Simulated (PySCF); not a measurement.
EPR calculation of C6H12B

- system: C6H12B, multiplicity 2
- method: UKS B3LYP, pcH-1 on B C H, non-relativistic, mean-field spin-orbit, GIAO (PySCF 2.14.0)

It belongs to a series of runs on one base structure; here: H added to sp C.

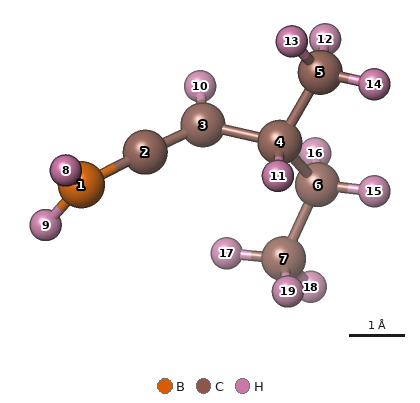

Fig. 1: The structure as given in the input (ball-and-stick view, seen at a tilt; atoms are numbered from 1 in the order of the input). Bond lengths as drawn: B–C 1.46 Å, B–H 1.17 Å, C–C 1.29 to 1.53 Å and C–H 1.09 Å.

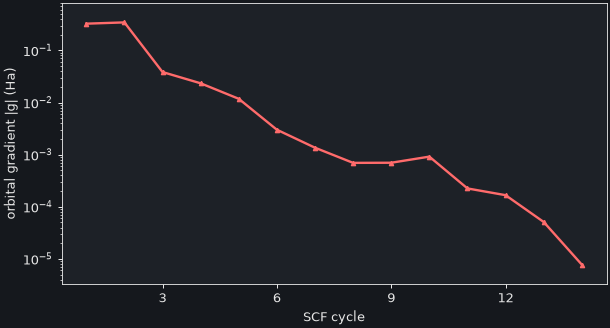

Fig. 2: Convergence of the self-consistent field: orbital gradient |g| against the SCF cycle. All cycles printed in the log are drawn one after another.

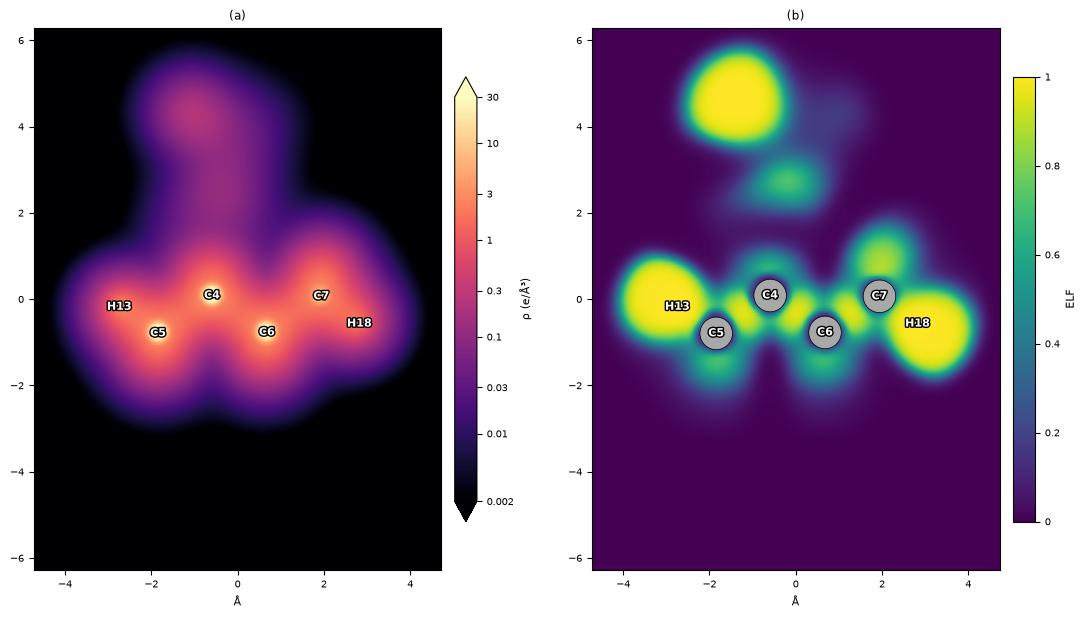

Fig. 3: (a) electron density; (b) electron localisation function on the plane of atoms C5, C4 and C6. Grey discs, where drawn, cover atomic cores. Atoms in the plane: C and H. C–H (1.09 Å): ρ at the midpoint is about 2 e/Å³; the ELF climbs to about 1 towards the hydrogen, as it does in any bond to H; a covalent bond by its length.

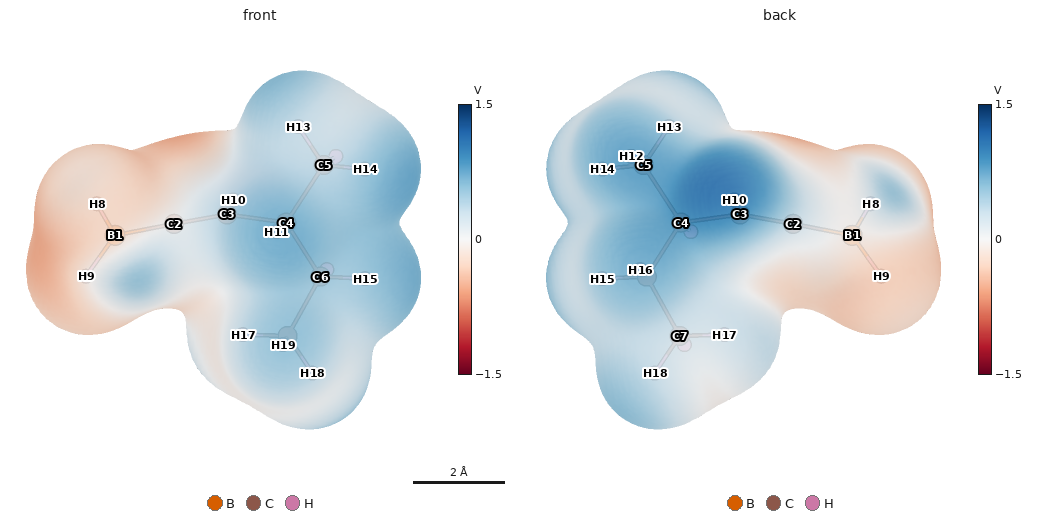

Fig. 4: The electrostatic potential painted on the density surface at 0.002 e/bohr³, seen face on and from behind; red is negative and blue positive.

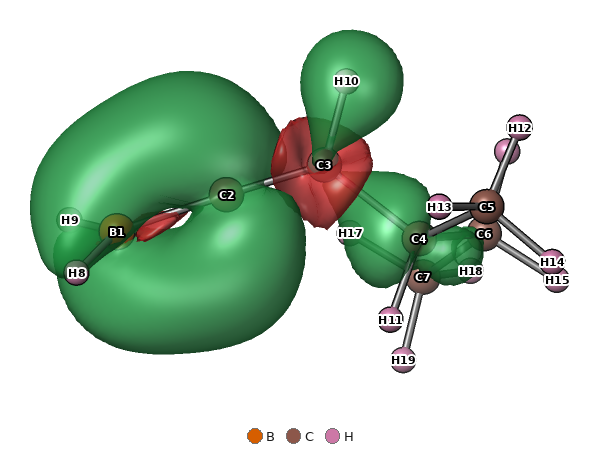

Fig. 5: Isosurfaces of the spin density at +0.01 (green) and −0.01 e/Å³ (red), seen from the side. The unpaired spin (1 electron) lies mostly on C2 (about 0.5) and B1 (about 0.3), in electrons by Hirshfeld's partition.

The input that produced these results follows, with the program's output.

### The input
```
{"job": {"kind": "epr", "basis": "pcH-1"}, "charge": 0, "multiplicity": 2}
B      3.251118     0.261915     0.340902
C      1.963060    -0.173635    -0.194134
C      0.806193    -0.544926    -0.633394
C     -0.480790    -0.551496     0.172212
C     -1.126741    -1.932913     0.093917
C     -1.426922     0.528422    -0.366908
C     -0.879944     1.934574    -0.157233
H      3.793023    -0.376207     1.163589
H      3.743887     1.250208    -0.057110
H      0.669623    -0.880462    -1.659483
H     -0.239874    -0.323040     1.215120
H     -1.419882    -2.159945    -0.929623
H     -0.432342    -2.698224     0.433623
H     -2.014594    -1.971561     0.721798
H     -2.388332     0.433335     0.144513
H     -1.599778     0.355836    -1.432220
H      0.086116     2.045113    -0.643828
H     -1.562859     2.673508    -0.569553
H     -0.750765     2.138748     0.903426
```

The first line tells a small driver script what to run in PySCF; the rest is the geometry in Å.

Launch command:
```bash
OMP_NUM_THREADS=1 python <driver script> task.json out
```

### Log
```
UKS, coarse grid
  cycle   1  E = -260.59608323  |g| = 3.26e-01
  cycle   2  E = -260.59367912  |g| = 3.45e-01
  cycle   3  E = -260.65648934  |g| = 3.85e-02
  cycle   4  E = -260.65707157  |g| = 2.34e-02
  cycle   5  E = -260.65735491  |g| = 1.18e-02
  cycle   6  E = -260.65742852  |g| = 3.01e-03
  cycle   7  E = -260.65743786  |g| = 1.36e-03
  cycle   8  E = -260.65744107  |g| = 6.96e-04
UKS, final grid
  cycle   1  E = -260.65743217  |g| = 7.00e-04
  cycle   2  E = -260.65743226  |g| = 9.17e-04
  cycle   3  E = -260.65743271  |g| = 2.25e-04
  cycle   4  E = -260.65743278  |g| = 1.67e-04
  cycle   5  E = -260.65743286  |g| = 5.11e-05
  cycle   6  E = -260.65743286  |g| = 7.77e-06
E = -260.65743286 Eh   <S^2> = 0.7537 (exact 0.7500)
g shifts (ppm)      1          2          3
  rmc          -118       -118       -118
  gc             24          3         32
  oz_so         -24         88        168
  total        -119        -27         81
hyperfine (MHz)  atom isotope    a_iso     a_fc   dipolar eigenvalues
    0   11B      -8.57      -8.57    -17.37    -10.36     27.73
    1   13C      27.13      27.13    -56.27    -50.62    106.89
    2   13C     -36.53     -36.53     -8.37      2.63      5.74
    3   13C      52.20      52.20     -6.94     -6.36     13.29
    4   13C      -3.76      -3.76     -0.33     -0.16      0.50
    5   13C       2.95       2.95     -1.38     -1.28      2.66
    6   13C      -0.23      -0.23     -0.47     -0.12      0.59
    7    1H       8.73       8.73     -9.41     -3.15     12.57
    8    1H       7.73       7.73     -9.41     -3.17     12.58
    9    1H     123.53     123.53     -6.53     -1.56      8.10
   10    1H      -4.20      -4.20     -5.83     -0.92      6.74
   11    1H       0.58       0.58     -1.31     -0.92      2.23
   12    1H       1.05       1.05     -1.43     -1.32      2.75
   13    1H      -0.41      -0.41     -0.89     -0.85      1.74
   14    1H       9.80       9.80     -1.35     -0.58      1.93
   15    1H      -0.58      -0.58     -1.65     -0.71      2.37
   16    1H       0.51       0.51     -2.13     -1.83      3.96
   17    1H       1.02       1.02     -0.81     -0.63      1.44
   18    1H       0.83       0.83     -1.38     -1.03      2.41
```

### Key numbers

- outcome: converged
- total energy: −260.657433 hartree
- ⟨S²⟩: 0.754
- isotropic g: 2.0023
- hardware: 1 CPU thread, shared host
- wall time: 2 min
- peak memory: 0.97 GiB
